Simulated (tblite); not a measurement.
C$_{3}$H$_{10}$BFSi: geometry relaxation (part 3 of 3)

The same run, continued: C$_{3}$H$_{10}$BFSi, SMILES BC(F)([SiH3])CC; IPEA1-xTB, R-SCC (tblite 0.8.0). The geometry: force field. The settings are looser than a standard set-up, so the numbers are not reference values.

### Trajectory as extended XYZ, continued
```
16
Properties=species:S:1:pos:R:3:forces:R:3 step=43 energy=-593.18439
B    -1.7000   -0.6656   -0.0128   -0.0387  -0.0516  -0.0081
C    -0.2432   -0.2814    0.2440   -0.0602   0.1252   0.0720
F    -0.0385    0.3967    1.5343   -0.0166  -0.0035   0.1124
Si    0.8081   -1.5192    1.3239    0.0210  -0.0618   0.1017
C     0.6136    0.4746   -0.7681   -0.0234   0.0381  -0.0207
C    -0.0205    1.8132   -1.1336    0.0020   0.0111  -0.0789
H    -1.9980   -1.1009   -1.0731    0.0705  -0.0440   0.0264
H    -2.5107   -0.5748    0.8459    0.0406  -0.0267   0.0005
H     1.1976   -2.7072    0.6158   -0.0490  -0.0165  -0.0523
H     2.0211   -0.8660    1.7000    0.0258   0.0321  -0.0430
H     0.0526   -1.9166    2.4663   -0.0647   0.0055   0.0171
H     0.7143   -0.1631   -1.6492    0.0231   0.1045  -0.0653
H     1.6140    0.6488   -0.3591   -0.0264  -0.0417  -0.0551
H    -0.1088    2.4602   -0.2602    0.0801  -0.0867  -0.0068
H     0.5948    2.3133   -1.8833    0.0337   0.0761   0.0038
H    -1.0191    1.6652   -1.5465   -0.0179  -0.0601  -0.0038
16
Properties=species:S:1:pos:R:3:forces:R:3 step=45 energy=-593.19315
B    -1.6927   -0.6845   -0.0010    0.0723  -0.1493  -0.0137
C    -0.2435   -0.2661    0.2333   -0.0856   0.1027   0.1271
F    -0.0373    0.3991    1.5286   -0.0077   0.0278   0.1043
Si    0.7883   -1.5254    1.3207    0.0597  -0.0725   0.0754
C     0.6140    0.4910   -0.7735    0.0474  -0.0235  -0.0264
C    -0.0095    1.8306   -1.1408   -0.0421   0.0319  -0.0712
H    -1.9939   -1.1375   -1.0513    0.0395  -0.0205  -0.0426
H    -2.4800   -0.6401    0.8799   -0.0338   0.0258   0.0371
H     1.1571   -2.7342    0.6250   -0.0530   0.1222   0.0127
H     2.0033   -0.8596    1.6812   -0.0232  -0.0794  -0.0648
H     0.0313   -1.9056    2.4708   -0.0287   0.0295  -0.0295
H     0.7225   -0.1412   -1.6557   -0.0149   0.0310  -0.1242
H     1.6135    0.6599   -0.3644    0.0393  -0.0210   0.0115
H    -0.0959    2.4747   -0.2673    0.0709  -0.0157   0.0578
H     0.6073    2.3304   -1.8890    0.0482   0.0583  -0.0029
H    -1.0073    1.6858   -1.5520   -0.0885  -0.0474  -0.0508
16
Properties=species:S:1:pos:R:3:forces:R:3 step=47 energy=-593.20056
B    -1.6816   -0.7115    0.0116    0.1111  -0.0959   0.0717
C    -0.2483   -0.2427    0.2317    0.0148  -0.0275   0.0234
F    -0.0389    0.4076    1.5299   -0.0025   0.0378   0.0100
Si    0.7691   -1.5320    1.3182   -0.0243   0.0263   0.0128
C     0.6157    0.5055   -0.7796    0.0340  -0.0375  -0.0154
C    -0.0024    1.8473   -1.1507   -0.0128   0.0060   0.0235
H    -1.9830   -1.1796   -1.0309    0.0406  -0.0125  -0.0694
H    -2.4516   -0.6913    0.9090   -0.0628   0.0154   0.0130
H     1.1156   -2.7513    0.6313   -0.0258   0.1268  -0.0014
H     1.9844   -0.8609    1.6612    0.0229  -0.1090  -0.0477
H     0.0144   -1.8975    2.4735   -0.0333   0.0365  -0.0078
H     0.7294   -0.1180   -1.6684   -0.0754  -0.0370  -0.0338
H     1.6162    0.6676   -0.3697    0.0214   0.0121   0.0289
H    -0.0806    2.4834   -0.2706    0.0152   0.0384   0.0311
H     0.6218    2.3487   -1.8933   -0.0241   0.0106   0.0084
H    -1.0030    1.7018   -1.5588    0.0010   0.0095  -0.0472
16
Properties=species:S:1:pos:R:3:forces:R:3 step=48 energy=-593.20267
B    -1.6767   -0.7196    0.0155    0.0994  -0.0536   0.0428
C    -0.2495   -0.2358    0.2348    0.0737  -0.0528  -0.0429
F    -0.0395    0.4157    1.5306   -0.0035   0.0122  -0.0170
Si    0.7642   -1.5329    1.3176   -0.0626   0.0774   0.0076
C     0.6169    0.5072   -0.7808    0.0090  -0.0098   0.0016
C    -0.0021    1.8503   -1.1519    0.0133  -0.0146   0.0386
H    -1.9755   -1.1956   -1.0245    0.0590  -0.0088  -0.0583
H    -2.4494   -0.6922    0.9089   -0.0888  -0.0036   0.0519
H     1.1052   -2.7490    0.6288   -0.0089   0.0664  -0.0356
H     1.9806   -0.8659    1.6567    0.0595  -0.0807  -0.0303
H     0.0140   -1.9001    2.4741   -0.0505   0.0443   0.0147
H     0.7286   -0.1141   -1.6722   -0.0822  -0.0431   0.0189
H     1.6184    0.6678   -0.3703   -0.0132   0.0157   0.0047
H    -0.0779    2.4845   -0.2697   -0.0060   0.0333   0.0082
H     0.6236    2.3536   -1.8929   -0.0517  -0.0120   0.0201
H    -1.0035    1.7032   -1.5604    0.0536   0.0297  -0.0250
16
Properties=species:S:1:pos:R:3:forces:R:3 step=50 energy=-593.20728
B    -1.6650   -0.7391    0.0254   -0.0547   0.0047   0.0299
C    -0.2475   -0.2272    0.2346    0.0348  -0.0260  -0.0606
F    -0.0390    0.4277    1.5282    0.0105  -0.0180  -0.0349
Si    0.7511   -1.5302    1.3183   -0.0499   0.0585   0.0291
C     0.6200    0.5115   -0.7838   -0.0497   0.0316   0.0057
C     0.0006    1.8571   -1.1518    0.0292  -0.0109   0.0314
H    -1.9607   -1.2224   -1.0147    0.0871   0.0023   0.0140
H    -2.4467   -0.7079    0.9167    0.0401  -0.0279  -0.0424
H     1.0832   -2.7434    0.6262    0.0006  -0.0162  -0.0655
H     1.9780   -0.8806    1.6448    0.0850  -0.0316   0.0065
H     0.0054   -1.8977    2.4774   -0.0494   0.0634   0.0207
H     0.7227   -0.1077   -1.6793   -0.0465  -0.0226   0.0914
H     1.6215    0.6707   -0.3705   -0.0465  -0.0036  -0.0557
H    -0.0717    2.4921   -0.2688   -0.0380  -0.0094  -0.0227
H     0.6247    2.3636   -1.8921   -0.0239  -0.0308   0.0202
H    -0.9992    1.7109   -1.5663    0.0714   0.0365   0.0329
16
Properties=species:S:1:pos:R:3:forces:R:3 step=52 energy=-593.21104
B    -1.6523   -0.7589    0.0373   -0.0779   0.0209  -0.0521
C    -0.2439   -0.2198    0.2319   -0.0748   0.0399   0.0046
F    -0.0405    0.4365    1.5253    0.0494  -0.0182  -0.0167
Si    0.7363   -1.5277    1.3206    0.0311  -0.0171   0.0092
C     0.6200    0.5190   -0.7862   -0.0452   0.0083   0.0175
C     0.0060    1.8659   -1.1513   -0.0024   0.0184  -0.0051
H    -1.9397   -1.2524   -1.0005    0.0692  -0.0068   0.0165
H    -2.4363   -0.7347    0.9273    0.0750  -0.0265  -0.0404
H     1.0553   -2.7418    0.6191   -0.0108   0.0023  -0.0133
H     1.9779   -0.8938    1.6292    0.0296  -0.0375   0.0312
H    -0.0128   -1.8880    2.4808   -0.0086   0.0730  -0.0006
H     0.7134   -0.1017   -1.6805   -0.0055  -0.0272   0.0480
H     1.6219    0.6770   -0.3754   -0.0076  -0.0269  -0.0546
H    -0.0655    2.5013   -0.2694   -0.0506  -0.0052   0.0058
H     0.6271    2.3731   -1.8919    0.0531  -0.0225   0.0029
H    -0.9898    1.7233   -1.5722   -0.0240   0.0250   0.0470
```

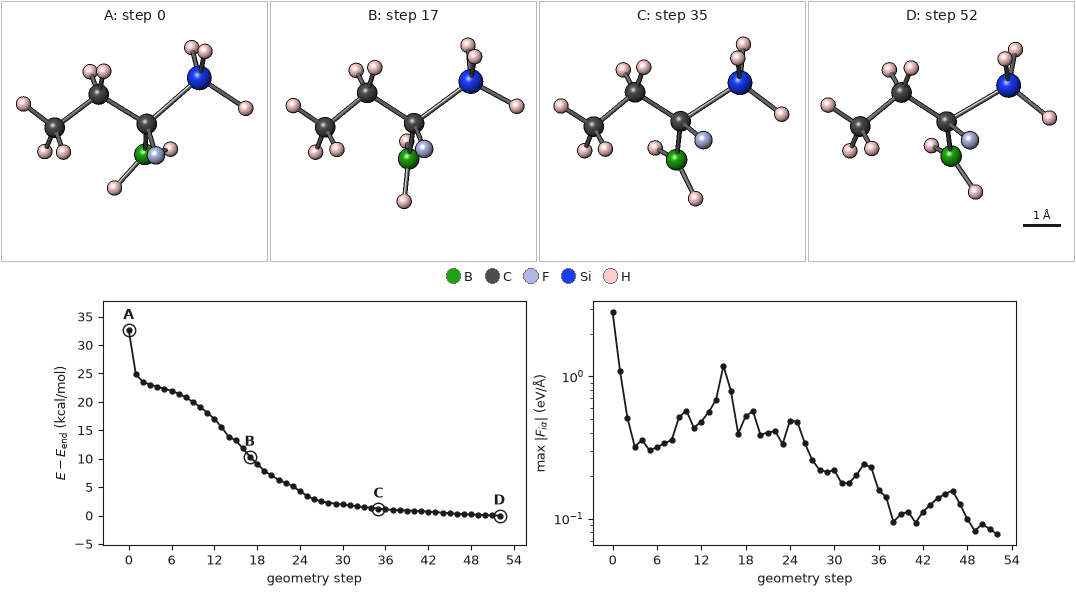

Figure 1. Frames of the relaxation (ball-and-stick view, seen at a tilt) above the curves, on which the letters mark them (steps are counted from 0).

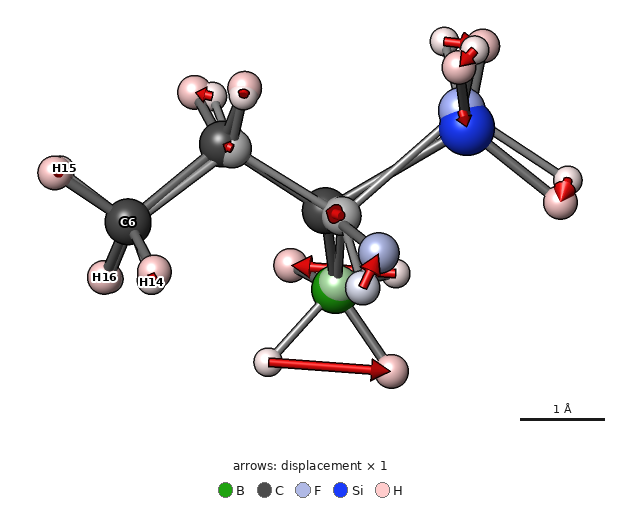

Figure 2. Start (faint) and end (solid) with the displacements as red arrows, at true length (ball-and-stick view, seen at a tilt). The two geometries are laid on each other by the best rigid fit. The energy falls by 32.6 kcal/mol in 52 geometry steps. Largest force component: 2.9 eV/Å at the start, 0.078 eV/Å at the end. The largest move after the best rigid fit is that of H8, 1.48 Å. By element the largest moves are H 1.48 Å, F 0.46 Å, C 0.31 Å, Si 0.22 Å, B 0.10 Å. Distances before and after: Si4–H11 1.536 → 1.427 Å, C2–F3 1.381 → 1.465 Å, C2–Si4 1.911 → 1.964 Å, B1–H8 1.234 → 1.186 Å. Among the angles that change: F3–C2–Si4 108.7° → 74.9°, B1–C2–C5 112.5° → 127.6°, H9–Si4–H10 113.8° → 106.7°. (Atoms are counted from 1 in the order of the input.)

The run was set up as follows.

### Input file (job.py)
```python
"""IPEA1-xTB geometry optimisation with ASE"""
import json
import numpy as np
from ase.io import read
from tblite.ase import TBLite
from ase.units import Debye
from ase.optimize import LBFGS

molecule = read("geom.xyz")
start = molecule.get_positions()

molecule.calc = TBLite(method="IPEA1-xTB", charge=0, verbosity=0)
opt = LBFGS(molecule, trajectory="opt.traj", logfile="-")
done = opt.run(fmax=0.1, steps=400)
print("converged:", done, "after", opt.nsteps, "steps")
print(f"Energy: {molecule.get_potential_energy():.6f} eV")
print(f"Dipole: {np.linalg.norm(molecule.get_dipole_moment()) / Debye:.4f} D")
print("Charges:", np.round(molecule.get_charges(), 4))
print("Final positions (angstrom):")
for a in molecule:
    print(f"{a.symbol:<2} {a.x:12.6f} {a.y:12.6f} {a.z:12.6f}")
print(f"largest displacement {np.linalg.norm(molecule.positions - start, axis=1).max():.4f} angstrom")
json.dump(dict(energy=molecule.get_potential_energy(), forces=molecule.get_forces().tolist(), dipole=molecule.get_dipole_moment().tolist(), charges=molecule.get_charges().tolist(),
               symbols=molecule.get_chemical_symbols(), start=start.tolist(), final=molecule.positions.tolist(), success=bool(done)), open("results.json", "w"))
```

### File geom.xyz
```
16

B     -1.562900    -0.739700     0.074800
C     -0.175600    -0.165400     0.521300
F     -0.373100     0.731100     1.552600
Si     0.904600    -1.605800     1.161500
C      0.593300     0.511500    -0.651000
C     -0.052500     1.843700    -1.100600
H     -1.863600    -1.841000     0.111500
H     -2.403900     0.088500    -0.285700
H      1.032200    -2.578100     0.127400
H      2.141200    -1.138200     1.660300
H      0.105300    -2.253900     2.301900
H      0.691900    -0.165500    -1.484200
H      1.576000     0.783100    -0.313400
H     -0.177200     2.550500    -0.234600
H      0.586700     2.281200    -1.872100
H     -1.045100     1.675300    -1.525400
```

Launched with:
```bash
python job.py
```

### Key numbers

```json
{"quantity": "outcome", "value": "converged"}
{"quantity": "total energy", "value": "−21.800103 hartree"}
{"quantity": "largest force", "value": "0.096 eV/Å"}
{"quantity": "dipole moment", "value": "2.37 D"}
{"quantity": "hardware", "value": "1 thread of Intel Xeon @ 2.50GHz (Skylake/Cascade Lake), 189 GiB of memory available, shared host"}
{"quantity": "wall time", "value": "3.6 s"}
{"quantity": "peak memory", "value": "0.11 GiB"}
```

### Notes

Settings chosen away from the usual ones: fmax. These settings are looser than, or depart from, a standard set-up, so the numbers are not reference values for this system.
